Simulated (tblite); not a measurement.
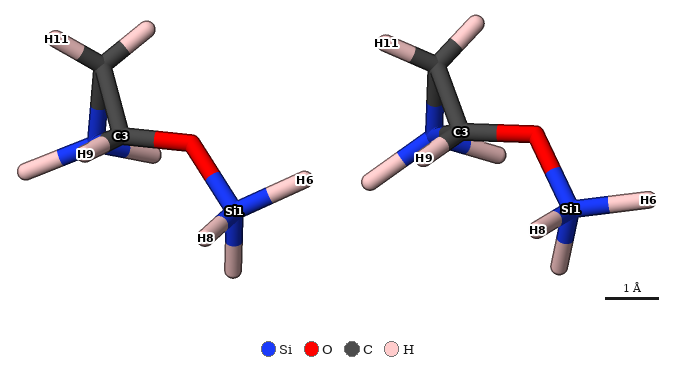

Two geometries of C$_{2}$H$_{8}$OSi$_{2}$, drawn at one scale. One is the start of a relaxation, the other its converged end. A stick model, seen from a free direction.

All numbers below come from GFN2-xTB geometry optimisation, gas phase (tblite). 

Which of the two is the end point?

The left one is the relaxed one. The largest move after the best rigid fit is that of an H atom, 0.40 Å. Largest moves by element: H 0.40 Å, O 0.23 Å, Si 0.14 Å, C 0.10 Å. Some distances before and after: C–Si 1.804 → 1.884 Å, O–Si 1.672 → 1.613 Å, C–O 1.436 → 1.388 Å, C–C 1.489 → 1.530 Å. Among the angles between lasting bonds that change: Si–O–C 119.4° → 130.9°, O–Si–H 109.9° → 99.4°, C–Si–H 107.0° → 117.3°. Over 64 geometry steps the energy falls by 0.503 eV. Cost: 0.55 s on 1 thread of Arm Neoverse N1, on a shared host.
